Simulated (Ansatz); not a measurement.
# A hypothetical structure for CrIBr2

Starting from a made-up structure for CrIBr2, the aim is the relaxed cell, its shortest contacts and, where a second run follows, its electronic structure.

Calculated with Ansatz 0.2.0; DFT, PBEsol, plane-wave PAW, files of the set soft_1, scalar-relativistic, ferromagnetic start, cell and ions relaxed at zero pressure; PAW set soft_1, in the first sound run; inputs show where later runs differ.

In doubt: warnings of the run leave room for a lower electronic state, so energies may not be the lowest and differences between runs may mislead.

## (1) The structure

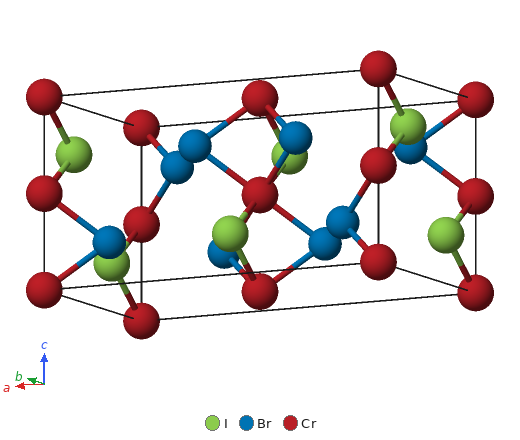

Start, viewed from a free direction; iodine green, bromine blue, chromium red. This picture shows the conventional cell, with its axes. Some periodic images of atoms are drawn too.

## (2) Relaxation of the guess

The guess takes its coordinates from another compound and its volume from a rule, so the cell and any free coordinates are relaxed together.

File input.yaml:

```yaml
crystal:
  lattice:
    - [5.923, -3.4475, 0.0]
    - [5.923, 3.4475, 0.0]
    - [-0.025978801, 0.0, 6.20194559]
  atoms:
    - { symbol: I, position: [0.3052, 0.6948, 0.75] }
    - { symbol: I, position: [0.6948, 0.3052, 0.25] }
    - { symbol: Br, position: [0.0002, 0.6984, 0.2491] }
    - { symbol: Br, position: [0.6984, 0.0002, 0.7491] }
    - { symbol: Br, position: [0.3016, 0.9998, 0.2509] }
    - { symbol: Br, position: [0.9998, 0.3016, 0.7509] }
    - { symbol: Cr, position: [0.0, 0.0, 0.0], spin: 3.0 }
    - { symbol: Cr, position: [0.0, 0.0, 0.5], spin: 3.0 }
magnetization:
  spin_polarized: true
kpoints:
  mp_grid: { grid: [5, 5, 5] }
scf:
  occupations: { method: fermi_dirac, width: 0.05 }
hamiltonian:
  xc: pbesol
  pseudopotentials: { kind: paw, azcp: { folder: soft_1 }, xc_functional: pbe }
relax:
  f_tol: 0.015
  max_steps: 70
  cell: {}
output:
  forces: true
  stress: true
```

Launch:

```sh
ansatz run input.yaml --threads 4 --pin off --max-ram 10240MiB --backend cpu --events-out ev --progress --plain --runs-dir out
```

Numbers of over 12 decimals in the logs are rounded to 6 here.

What it wrote:

```text
Engine: ansatz 0.2.0, aarch64-unknown-linux-gnu
Pseudopotentials: kind: paw
Pseudopotential: I, paw, valence charge 17, recommended cutoff 420 eV (normal), soft_1/I.paw.azcp
Pseudopotential: Br, paw, valence charge 7, recommended cutoff 420 eV (normal), soft_1/Br.paw.azcp
Pseudopotential: Cr, paw, valence charge 14, recommended cutoff 420 eV (normal), soft_1/Cr.paw.azcp
Functional definition: PBEsol
  exchange = pbesol_x
  correlation = pbesol_c
Crystal: 8 atoms, lattice volume = 253.282 Å³
Basis set: ecut = 420 eV, 4973 PW (Γ), exchange–correlation on 96×96×90 points (8 copies of the dense FFT grid, shifted against one another)
Bands: 58, of which v1, the nominal top of the filled ones, is band 45 counted from 1 (44 counted from 0)
Symmetry: 4 space group operations
Space group: C2/c (ITA 15), of the structure as read, at distance tolerance 6.3e-5 Å
Magnetic group: BNS 15.85 (UNI 92), of the structure as read, at distance tolerance 6.3e-5 Å
k-points: 39 of 125
Non-local potential: I, projectors of the file, l = 0: 2, l = 1: 2, l = 2: 2, l = 3: 1
Non-local potential: Br, projectors of the file, l = 0: 2, l = 1: 2, l = 2: 2
Non-local potential: Cr, projectors of the file, l = 0: 3, l = 1: 2, l = 2: 3, l = 3: 1
PAW form: soft (Blöchl's): semilocal exchange-correlation on the pseudo side does not see the compensation charge
PAW frozen core: I, regenerated for the run's functional, and the local potential with it (the file was generated under x = pbe(κ = 0.804, μ = 0.219515), c = pbe(β = 0.066725))
PAW frozen core: Br, regenerated for the run's functional, and the local potential with it (the file was generated under x = pbe(κ = 0.804, μ = 0.219515), c = pbe(β = 0.066725))
PAW frozen core: Cr, regenerated for the run's functional, and the local potential with it (the file was generated under x = pbe(κ = 0.804, μ = 0.219515), c = pbe(β = 0.066725))
PAW one-centre angular grid: I, 590 points (default); XC on 64 Gauss nodes
PAW one-centre angular grid: Br, 110 points (default); XC on 64 Gauss nodes
PAW one-centre angular grid: Cr, 590 points (default); XC on 64 Gauss nodes
Initial density: superposition of atomic densities (chi_scale 0.1, normalization cell, long waves kept (reshape's long-wave potential 0.12 eV rms))
Starting moments: Σ|m| = 6 μB on 2 of 8 sites
Initial wavefunctions: pseudopotential atomic-orbital guess
Functional: x = pbesol(κ = 0.804, μ = 0.123457), c = pbesol(β = 0.046)
SCF iter   1: F=—  HF=-32517.457762 eV  |F-HF|=—  |Δ(HF+E_count)|=         —  Δρ=4.35e-2 (↑4.35e-2 ↓2.38e-2)  dr2=2.75e1  dr2_m=5.97e-1  M=5.733 μB ∫|m|=6.408 μB  β_m=0.30  ethr=3.10e-3  ⟨swp⟩=10.6  Hψ=21517  notcnv=0  defer=40
Mixer restart at iter 1: flushing history
preconditioner: auto → Kerker (q_TF=auto, 2.296 Å⁻¹)  [metal: Δε(μ)=0.012 eV  Ē_g=8.518 eV  σ=0.050 eV  W_gap=0.06  n_scr=58 (ndim 8)  ℏωp=17.1 eV  f_vac=0.080  D(μ)=2.67/eV (n_scr^D=8)]
spin=Collinear: Kerker preconditioning applied to the charge; magnetization (m = ρ↑ − ρ↓) channel mixes plain (no charge-response kernel on spin).
SCF iter   2: F=—  HF=-32515.212265 eV  |F-HF|=—  |Δ(HF+E_count)|=    2.25e0  Δρ=2.05e-2 (↑2.05e-2 ↓1.45e-2)  dr2=9.38e0  dr2_m=2.55e-1  M=5.881 μB ∫|m|=6.491 μB  β_m=0.41  ethr=3.10e-3  ⟨swp⟩=3.6  Hψ=10009  notcnv=0  defer=310
SCF iter   3: F=—  HF=-32513.669633 eV  |F-HF|=—  |Δ(HF+E_count)|=    1.54e0  Δρ=9.19e-3 (↑9.19e-3 ↓8.95e-3)  dr2=2.19e0  dr2_m=7.37e-2  M=5.995 μB ∫|m|=6.656 μB  β_m=0.56  ethr=3.10e-3  ⟨swp⟩=3.2  Hψ=7087  notcnv=0  defer=313
SCF iter   4: F=—  HF=-32513.527233 eV  |F-HF|=—  |Δ(HF+E_count)|=   1.42e-1  Δρ=5.11e-3 (↑3.44e-3 ↓5.11e-3)  dr2=2.92e-1  dr2_m=3.38e-3  M=6.000 μB ∫|m|=6.797 μB  β_m=0.78  ethr=2.44e-3  ⟨swp⟩=3.2  Hψ=7716  notcnv=0  defer=317
SCF iter   5: F=—  HF=-32513.569981 eV  |F-HF|=—  |Δ(HF+E_count)|=         —  Δρ=2.87e-3 (↑2.87e-3 ↓1.10e-3)  dr2=4.10e-2  dr2_m=5.88e-3  M=6.000 μB ∫|m|=6.904 μB  β_m=0.78  ethr=3.25e-4  ⟨swp⟩=3.2  Hψ=7583  notcnv=0  defer=309
Mixer restart at iter 5: flushing history
SCF iter   6: F=—  HF=-32513.579576 eV  |F-HF|=—  |Δ(HF+E_count)|=   9.59e-3  Δρ=7.72e-4 (↑7.72e-4 ↓6.54e-4)  dr2=1.50e-2  dr2_m=3.81e-5  M=6.000 μB ∫|m|=6.896 μB  β_m=0.80  ethr=4.55e-5  ⟨swp⟩=2.2  Hψ=8133  notcnv=0  defer=304
SCF iter   7: F=—  HF=-32513.581127 eV  |F-HF|=—  |Δ(HF+E_count)|=   1.55e-3  Δρ=9.22e-4 (↑9.22e-4 ↓4.37e-4)  dr2=1.24e-2  dr2_m=2.40e-4  M=6.000 μB ∫|m|=6.912 μB  β_m=0.84  ethr=1.66e-5  ⟨swp⟩=2.0  Hψ=7668  notcnv=0  defer=304
SCF iter   8: F=—  HF=-32513.582465 eV  |F-HF|=—  |Δ(HF+E_count)|=   1.34e-3  Δρ=7.62e-4 (↑7.62e-4 ↓2.70e-4)  dr2=2.72e-3  dr2_m=1.76e-4  M=6.000 μB ∫|m|=6.905 μB  β_m=0.92  ethr=1.38e-5  ⟨swp⟩=2.0  Hψ=6828  notcnv=0  defer=304
SCF iter   9: F=—  HF=-32513.583508 eV  |F-HF|=—  |Δ(HF+E_count)|=   1.04e-3  Δρ=3.01e-4 (↑3.01e-4 ↓1.34e-4)  dr2=6.27e-4  dr2_m=1.82e-5  M=6.000 μB ∫|m|=6.905 μB  β_m=0.96  ethr=3.02e-6  ⟨swp⟩=2.0  Hψ=6489  notcnv=0  defer=304
SCF iter  10: F=—  HF=-32513.583590 eV  |F-HF|=—  |Δ(HF+E_count)|=   8.23e-5  Δρ=3.70e-5 (↑3.70e-5 ↓3.12e-5)  dr2=2.88e-5  dr2_m=7.70e-8  M=6.000 μB ∫|m|=6.908 μB  β_m=0.94  ethr=6.97e-7  ⟨swp⟩=2.2  Hψ=6604  notcnv=0  defer=304
SCF iter  11: F=—  HF=-32513.583621 eV  |F-HF|=—  |Δ(HF+E_count)|=   3.09e-5  Δρ=1.74e-5 (↑1.72e-5 ↓1.74e-5)  dr2=7.82e-6  dr2_m=3.64e-9  M=6.000 μB ∫|m|=6.907 μB  β_m=0.97  ethr=3.20e-8  ⟨swp⟩=2.0  Hψ=7878  notcnv=0  defer=304
SCF iter  12: F=—  HF=-32513.583627 eV  |F-HF|=—  |Δ(HF+E_count)|=   6.21e-6  Δρ=1.20e-5 (↑1.20e-5 ↓7.16e-6)  dr2=2.04e-6  dr2_m=2.07e-8  M=6.000 μB ∫|m|=6.907 μB  β_m=0.99  ethr=8.69e-9  ⟨swp⟩=2.0  Hψ=6318  notcnv=0  defer=304
SCF iter  13: F=—  HF=-32513.583628 eV  |F-HF|=—  |Δ(HF+E_count)|=   3.16e-7  Δρ=1.77e-6 (↑1.51e-6 ↓1.77e-6)  dr2=8.76e-8  dr2_m=6.70e-10  M=6.000 μB ∫|m|=6.907 μB  β_m=0.99  ethr=2.26e-9  ⟨swp⟩=2.0  Hψ=6138  notcnv=0  defer=304
SCF iter  14: F=-32513.583628 eV  HF=-32513.583628 eV  |F-HF|=4.44e-10  |Δ(HF+E_count)|=   4.80e-8  Δρ=1.05e-6 (↑1.05e-6 ↓8.68e-7)  dr2=2.39e-8  dr2_m=7.68e-11  M=6.000 μB ∫|m|=6.907 μB  ethr=9.74e-11  ⟨swp⟩=2.8  Hψ=13883  notcnv=0
SCF 1 converged in 14 iterations: F = -32513.583628 eV  dr2 = 2.39e-8
  greatest PAW one-centre occupation: 1.000 electrons in one spin orbital (limit 2), on the Cr atom at site 7 (counted from 0), in its partial waves of l = 0
relax step   1: F+E_penalty+E_count = -32513.58362764 eV  Δ(F+E_penalty+E_count) = +0.000e0 eV  max|allowed force component| = 8.269e-1 eV/Å  Δτ_max = 0.0000 Å  P = -1.480 GPa  Ω = 253.282 Å³  (14 SCF iters, dr2 threshold 1.00e-7 eV, accepted)
[...]
relax step   4: F+E_penalty+E_count = -32513.91543011 eV  Δ(F+E_penalty+E_count) = -5.702e-3 eV  max|allowed force component| = 4.444e-2 eV/Å  Δτ_max = 0.0225 Å  P = +0.116 GPa  Ω = 250.219 Å³  energy of the carried Pulay correction = +3.255e-4 eV  (8 SCF iters, dr2 threshold 8.00e-7 eV, accepted)
[...]
relax step   5: F+E_penalty+E_count = -32513.91592080 eV  Δ(F+E_penalty+E_count) = -4.907e-4 eV  max|allowed force component| = 1.083e-2 eV/Å  Δτ_max = 0.0114 Å  P = +0.019 GPa  Ω = 250.957 Å³  energy of the carried Pulay correction = +2.466e-4 eV  (7 SCF iters, dr2 threshold 1.23e-7 eV, accepted)
Initial wavefunctions: pseudopotential atomic-orbital guess (no wavefunctions were taken with the density)
iter 1 solved again at ethr=1.14e-6 eV; its pass at ethr=3.10e-3 eV (dr2=1.03e-3 eV) is discarded
SCF iter   1: F=—  HF=-32513.914297 eV  |F-HF|=—  |Δ(HF+E_count)|=         —  Δρ=1.03e-4 (↑1.03e-4 ↓5.97e-5)  dr2=1.51e-6  dr2_m=1.59e-6  M=6.000 μB ∫|m|=6.824 μB  β_m=0.65  ethr=1.14e-6  ⟨swp⟩=3.8  Hψ=33828  notcnv=0
eigensolver tolerance schedule: the retry pair's looser diagonalisation over-reported the residual by 680.05 of it (diagonalisation noise at 0.33 of the residual, at the tolerance the schedule requests for it); recorded, not acted on — ethr = c·dr2/N_el stays at c = 1.0e-1
preconditioner: auto → Resta (q_TF=auto, 2.300 Å⁻¹)  ε∞=4.6  [insulator: Δε(μ)=0.859 eV  Ē_g=9.103 eV  σ=0.050 eV  W_gap=1.00  n_scr=58 (ndim 8)  ℏωp=17.2 eV  f_vac=0.126  D(μ)=0.00/eV (n_scr^D=0)  ε∞_Penn≈4.6]
spin=Collinear: Resta preconditioning applied to the charge; magnetization (m = ρ↑ − ρ↓) channel mixes plain (no charge-response kernel on spin).
SCF iter   2: F=—  HF=-32513.915492 eV  |F-HF|=—  |Δ(HF+E_count)|=   1.20e-3  Δρ=3.67e-5 (↑3.67e-5 ↓2.14e-5)  dr2=1.92e-7  dr2_m=1.96e-7  M=6.000 μB ∫|m|=6.824 μB  β_m=0.64  ethr=1.68e-9  ⟨swp⟩=2.7  Hψ=7228  notcnv=0
SCF iter   3: F=—  HF=-32513.915679 eV  |F-HF|=—  |Δ(HF+E_count)|=   1.87e-4  Δρ=2.04e-6 (↑2.04e-6 ↓1.44e-6)  dr2=1.28e-8  dr2_m=6.03e-10  M=6.000 μB ∫|m|=6.824 μB  β_m=0.76  ethr=2.13e-10  ⟨swp⟩=2.1  Hψ=6510  notcnv=0
SCF iter   4: F=—  HF=-32513.915680 eV  |F-HF|=—  |Δ(HF+E_count)|=   4.63e-7  Δρ=5.55e-7 (↑5.17e-7 ↓5.55e-7)  dr2=4.02e-9  dr2_m=1.15e-10  M=6.000 μB ∫|m|=6.824 μB  β_m=0.88  ethr=1.42e-11  ⟨swp⟩=2.0  Hψ=6537  notcnv=0
SCF iter   5: F=—  HF=-32513.915679 eV  |F-HF|=—  |Δ(HF+E_count)|=   4.04e-7  Δρ=3.92e-7 (↑3.92e-7 ↓1.08e-7)  dr2=4.32e-10  dr2_m=6.29e-11  M=6.000 μB ∫|m|=6.824 μB  β_m=0.92  ethr=4.47e-12  ⟨swp⟩=2.5  Hψ=7265  notcnv=0
SCF iter   6: F=—  HF=-32513.915679 eV  |F-HF|=—  |Δ(HF+E_count)|=  5.97e-10  Δρ=1.35e-7 (↑1.35e-7 ↓5.09e-8)  dr2=5.43e-11  dr2_m=6.52e-12  M=6.000 μB ∫|m|=6.824 μB  β_m=0.81  ethr=1.00e-12  ⟨swp⟩=2.0  Hψ=7964  notcnv=0
SCF iter   7: F=—  HF=-32513.915679 eV  |F-HF|=—  |Δ(HF+E_count)|=  1.09e-11  Δρ=7.58e-8 (↑7.58e-8 ↓5.62e-8)  dr2=9.08e-11  dr2_m=3.09e-13  M=6.000 μB ∫|m|=6.824 μB  β_m=0.91  ethr=1.00e-12  ⟨swp⟩=1.0  Hψ=4524  notcnv=0
SCF iter   8: F=-32513.915679 eV  HF=-32513.915679 eV  |F-HF|=7.28e-12  |Δ(HF+E_count)|=  1.82e-11  Δρ=1.22e-8 (↑1.22e-8 ↓1.06e-8)  dr2=3.52e-12  dr2_m=2.05e-14  M=6.000 μB ∫|m|=6.824 μB  ethr=1.00e-12  ⟨swp⟩=2.7  Hψ=11801  notcnv=0
SCF 6 converged in 8 iterations: F = -32513.915679 eV  dr2 = 3.52e-12
relax step   6: F+E_penalty+E_count = -32513.91567918 eV  Δ(F+E_penalty+E_count) = +2.416e-4 eV  max|allowed force component| = 1.080e-2 eV/Å  Δτ_max = 0.0000 Å  P = +0.020 GPa  Ω = 250.957 Å³  stress off target by 4.81e-2 GPa  SCF on the basis re-selected at this cell (its energy is not comparable with the rows above)  (8 SCF iters)
basis re-selected at this cell: Δ(F+E_penalty+E_count) = +2.416e-4 eV, ΔP = +0.001 GPa vs the last step (what re-selecting the basis moved, of the pressure what is left beyond the Pulay correction that the steps carried, after the strain that the cell walked since its last selection, with what the two solves' SCF thresholds leave and, on support functions, any second-order correction that the steps lacked; it is no m [...]
WARN: an SCF from antiferromagnetic starting moments (0.00, 0.00, 0.00, 0.00, 0.00, 0.00, -3.00, 3.00 Bohr magnetons, atom by atom) was not made, by what the run has read of turns of its moments that order reads lower: the deck asks for what bars it, or types moments that do (magnetization.spin_polarized, in the input reference, names some of the keys), or the run goes by scf.lower_state_search: light, the default, which as a rule tries one only behind a close that has lost an order of both signs, or on which an open d or half-filled 4f shell of a PAW file has lost a moment that was set nearer to Hund's than to what is left; [rest of the remark cut]
SCF converged after 8 iterations
Magnetization: 6.0000 μB (48.0000 up, 42.0000 down)
Absolute magnetization: 6.8123 μB (∫|ρ↑−ρ↓|, with the PAW one-centre terms)
Spin contamination: 0.1436 ħ² per cell (⟨S²⟩ above its minimum at these occupations)
Per-site moments (μB) at R_I (Å): [(-0.047555, 1.111696), (-0.047555, 1.111696), (-0.024468, 1.023166), (-0.024468, 1.023166), (-0.024468, 1.023166), (-0.024468, 1.023166), (2.762645, 1.023166), (2.762645, 1.023166)]
Free energy (F): -32513.915679 eV
Harris-Foulkes:  -32513.915679 eV  (|F-HF|=7.28e-12)
Internal energy: -32513.915659 eV  (E = F + TS)
E sigma→0 (E₀):  -32513.915669 eV
Entropy (-TS):   -0.000020 eV (-0.003 meV/atom)
Fermi energy:    4.854171 eV
--- Per-component energies (eV) ---
  E_band       = -1544.225491
  E_kinetic    = 1444.191366
  E_local      = -11626.727131  (includes V_loc(G=0)·N_el)
  E_nonlocal   = 541.212346
  E_hartree    = 5134.649331
  E_xc         = -1219.120528
  E_vxc        = -945.302927  (∫ρ·V_xc dr)
  E_paw        = -20871.664738  (= ΣΔE_a)
  E_vpaw       = -1226.894732  (= ΣTr[D̂ρ^β])
  E_aug_tail   = -0.003250  (compensation charges beyond the density's cutoff)
  E_ewald      = -5917.966409
  E_core_change = 1.513355  (= ΣΔE_core)
  E_smearing   = -0.000020  (= −TS)
  E_closure    = 0.000000  (closes the sum)
  Σ components = -32513.915679   (vs F -32513.915679, Δ=0.00e0)
--- Forces (eV/Å), atoms counted from 1 ---
  atom   1  I      0.00000000    -0.00310656     0.00000000
  atom   2  I     -0.00000000     0.00310656    -0.00000000
  atom   3  Br    -0.01055132     0.01079707    -0.00037723
  atom   4  Br    -0.01055132    -0.01079707    -0.00037723
  atom   5  Br     0.01055132     0.01079707     0.00037723
  atom   6  Br     0.01055132    -0.01079707     0.00037723
  atom   7  Cr     0.00000000     0.00000000    -0.00000000
  atom   8  Cr    -0.00000000    -0.00000000     0.00000000
  max |Σ_I F_I| component: 1.73e-18 eV/Å
--- Stress (GPa, compression-positive) ---
        0.047945      -0.000000      -0.001607
       -0.000000      -0.017457      -0.000000
       -0.001607      -0.000000       0.029350
  P = ⅓ Tr σ = 0.0199 GPa (0.199 kbar)
--- Relaxed structure (5 steps of the walk, 5 accepted, 1 SCFs on fresh bases) ---
  F+E_penalty+E_count = -32513.91567918 eV   max|allowed force component| = 1.080e-2 eV/Å   (the final SCF, on the basis selected at the relaxed cell)
  cell:  # Å, volume = 250.9574 Å³
    - [5.817687, -3.449146, -0.00252628]
    - [5.817687, 3.449146, -0.00252628]
    - [-0.028162, 0.0, 6.253295]
  atoms:
    - { symbol: I, position: [0.318230, 0.681770, 0.750000] }
    - { symbol: I, position: [0.681770, 0.318230, 0.250000] }
    - { symbol: Br, position: [-0.011254, 0.720837, 0.248668] }
    - { symbol: Br, position: [0.720837, -0.011254, 0.748668] }
    - { symbol: Br, position: [0.279163, 1.011254, 0.251332] }
    - { symbol: Br, position: [1.011254, 0.279163, 0.751332] }
    - { symbol: Cr, position: [-3.6660133994121243e-19, 0, 0] }
    - { symbol: Cr, position: [-4.336808689942018e-19, 0.0, 0.500000] }
```

The job ended after 85 s (4 threads of Arm Neoverse V2, shared host; peak memory 1.2 GiB).

Relaxation path:

| step | energy less that of the first step (eV) | largest force component (eV/Å) | pressure (GPa) | volume (Å³) |
| --- | --- | --- | --- | --- |
| 1 | 0.0000 | 0.8269 | -1.48 | 253.28 |
| 2 | -0.2439 | 0.5605 | 0.85 | 258.77 |
| 3 | -0.3261 | 0.1483 | -0.47 | 251.84 |
| 4 | -0.3318 | 0.0444 | 0.12 | 250.22 |
| 5 | -0.3323 | 0.0108 | 0.02 | 250.96 |
| 6* | -0.3321 | 0.0108 | 0.02 | 250.96 |

Relaxation steps marked * repeat the geometry before them on a plane-wave basis chosen anew for their cell, so energy and pressure can jump there.

The run keeps the 4 symmetry operations that it works with, so distortions that break them were not tested.

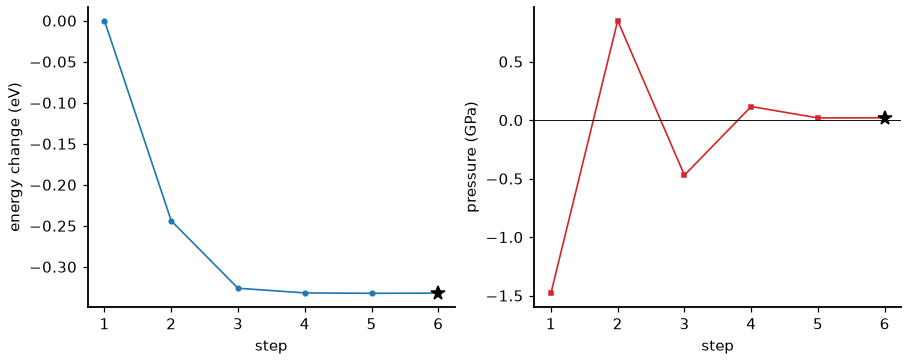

Energy and pressure along the relaxation. Stars mark steps on a basis chosen anew.

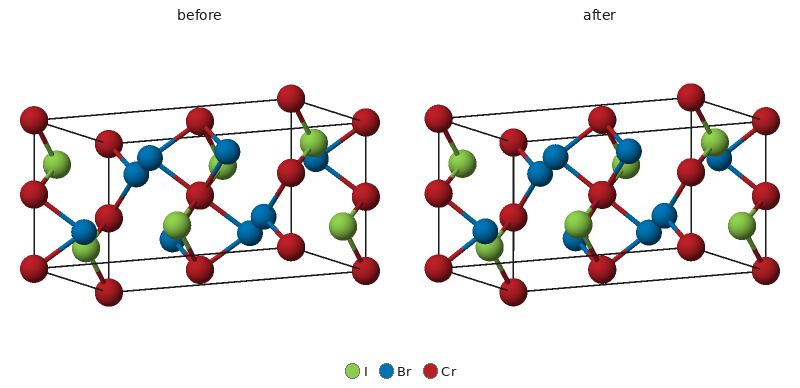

Before and after, at one scale.

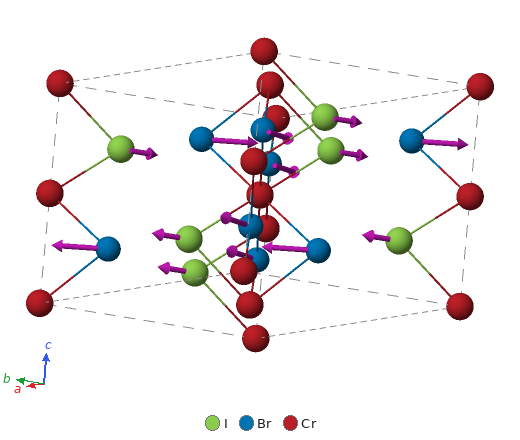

Displacements in the relaxation, exaggerated, measured against the changing cell; the longest in the cell stands for 0.13 Å. Some periodic images of atoms are drawn too.

```csv
cell as run,before,after,change
a (Å),6.853,6.763,-1.3 %
b (Å),6.853,6.763,-1.3 %
c (Å),6.202,6.253,+0.8 %
α (°),90.21,90.24,+0.0 %
β (°),90.21,90.24,+0.0 %
γ (°),60.40,61.33,+1.5 %
volume (Å³/atom),31.66,31.37,-0.9 %
```

The atoms that moved most (Å, as changes of fractional coordinates times the final cell):

```
atom      dx      dy      dz  length
 Br4   0.064  -0.117  -0.003   0.133
 Br6  -0.064  -0.117   0.003   0.133
 Br3   0.064   0.117  -0.003   0.133
 Br5  -0.064   0.117   0.003   0.133
  I2   0.000   0.090   0.000   0.090
  I1   0.000  -0.090   0.000   0.090
```

Final coordinates:

```cif
data_structure
_symmetry_space_group_name_H-M 'P 1'
_symmetry_Int_Tables_number 1
_cell_length_a 6.7633
_cell_length_b 6.7633
_cell_length_c 6.2534
_cell_angle_alpha 90.243
_cell_angle_beta 90.243
_cell_angle_gamma 61.325
_cell_volume 250.96
loop_
_atom_site_label
_atom_site_type_symbol
_atom_site_fract_x
_atom_site_fract_y
_atom_site_fract_z
_atom_site_occupancy
I1 I 0.31823 0.68177 0.75000 1
I2 I 0.68177 0.31823 0.25000 1
Br3 Br 0.98875 0.72084 0.24867 1
Br4 Br 0.72084 0.98875 0.74867 1
Br5 Br 0.27916 0.01125 0.25133 1
Br6 Br 0.01125 0.27916 0.75133 1
Cr7 Cr 0.00000 0.00000 0.00000 1
Cr8 Cr 0.00000 0.00000 0.50000 1
```

This step gave:

```
free energy            : -32513.9157 eV
Fermi energy           : 4.854 eV
gap by band count      : 0.8594 eV
magnetization          : 6.000 μB
absolute magnetization : 6.812 μB
site moments           : -0.04756, -0.04756, -0.02447, -0.02447, -0.02447, -0.02447, 2.763, 2.763 μB
electrons              : 90
symmetry operations    : 4
pressure               : 0.01995 GPa
```

Site moment by atom:

```csv
atom,site moment (μB)
I1,-0.05
I2,-0.05
Br3,-0.02
Br4,-0.02
Br5,-0.02
Br6,-0.02
Cr7,2.76
Cr8,2.76
```

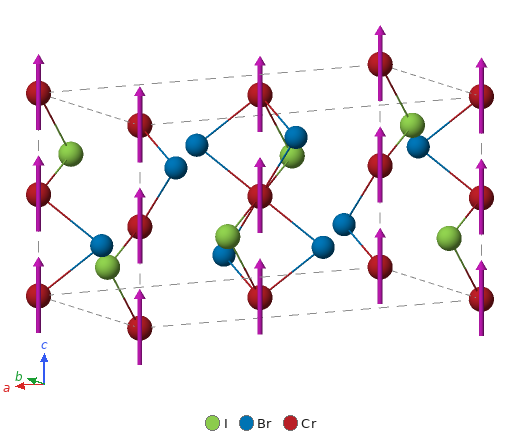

Site moment as arrows, the longest 2.76 μB. Up and down stand for the sign. Arrows give size and sign along the axis of quantisation, drawn up and down the page. Some periodic images of atoms are drawn too.

Shortest distances by pair of elements, guess and relaxed (not always the same contact):

```
 pair  guess (Å)  relaxed (Å)
Br–Cr      2.582        2.480
 Cr–I      2.614        2.695
Cr–Cr      3.101        3.127
Br–Br      3.570        3.379
 Br–I      3.616        3.547
```

The relaxation ends with a largest force component of 0.011 eV/Å and a pressure of 0.02 GPa.

[end of part 1 of 2]

[Logs are printed without paths, hosts, clocks, repeated set-up lines and the standing remarks that a program may print on its own settings, such as how far it seeks lower states.]

[Hosts, paths, dates, database ids (printed as entryN), source tags and the programs' standing remarks are cut or masked in the printed files.]
